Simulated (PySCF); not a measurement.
```tsv
atom	x (Å)	y (Å)	z (Å)
N	-3.1394	-1.6083	1.1037
C	-2.8119	-0.6665	0.5431
C	-2.3652	0.4947	-0.1615
Si	-0.6342	0.2023	-0.9377
C	0.5322	-0.2786	0.5107
C	1.9152	-0.4624	0.0214
F	2.1041	-1.5161	-0.7996
C	2.9483	0.3327	0.2691
F	2.8565	1.4062	1.0552
F	4.1810	0.2001	-0.2045
H	-3.0884	0.7278	-0.9430
H	-2.3395	1.3350	0.5346
H	-0.1894	1.4669	-1.5290
H	-0.6906	-0.8865	-1.9100
H	0.5298	0.4788	1.2922
H	0.1840	-1.2171	0.9462
```

Geometry: GFN2-xTB.

Level of theory: PySCF 2.14.0, PBE0/pcSseg-1, SCF density, gas phase, non-relativistic.

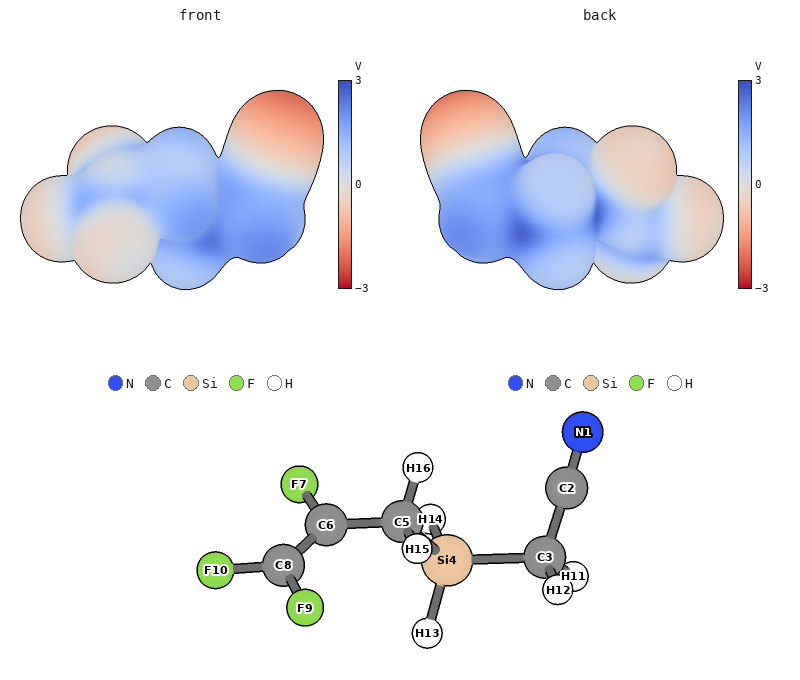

C$_{5}$H$_{6}$F$_{3}$NSi. The electrostatic potential painted on the density surface at 0.004 e/bohr³, seen from the front and from behind; red is negative and blue positive. The bare structure is drawn below in the same view.

Describe the electrostatic potential map.

Answer. The most negative region (about −2.0 V) lies over N1, the most positive (about +2.5 V) over Si4. N1 is the likeliest acceptor of a hydrogen bond.

What dipole moment does the calculation give?

Answer. Its dipole moment is 3.57 D.
